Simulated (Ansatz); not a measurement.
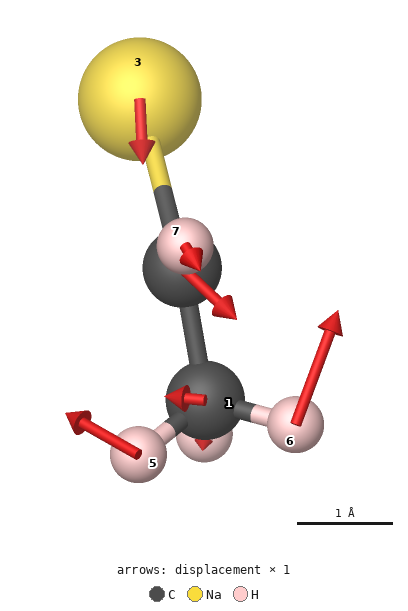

This is a relaxation of C2H4Na (charge +1). The starting structure is drawn; red arrows show the displacements, at their true length. The two geometries are superimposed by the best rigid fit.

The picture is a ball-and-stick view, seen from a free direction.

All numbers below come from Ansatz, RKS PBE0-D4/def2-TZVP. (force threshold 0.005 eV/Å; at most 200 steps)

Question: Which element moves most?

Answer: Hydrogen: up to 1.30 Å, against 0.89 Å for carbon.

Question: What did the optimiser do to the structure, and how much energy did it gain?

Answer: An H atom moves most after the best rigid fit: 1.30 Å. By element the largest moves are H 1.30 Å, C 0.89 Å, Na 0.71 Å. Some distances before and after: C–H 1.104 → 2.115 Å, C–H 2.060 → 1.087 Å, C–Na 3.576 → 2.725 Å, C–Na 2.493 → 2.722 Å. New bonds form: C–H (2.06 → 1.09 Å). Bonds break: C–H (1.10 → 2.12 Å). Bond angles that change, for instance: C–C–Na 129.6° → 76.0°, Na–C–H 121.3° → 99.5°, C–C–H 108.9° → 121.5°. After 31 accepted moves (33 points after the start) the energy has fallen by 244.2 kJ/mol. Largest force component: 0.43 eV/Å at the start, 0.0017 eV/Å at the end. The line search rejected the trial steps at points 14, 23 of the run. Cost: 25 s on 2 threads of AMD EPYC 9R45 96-Core, on a shared host.
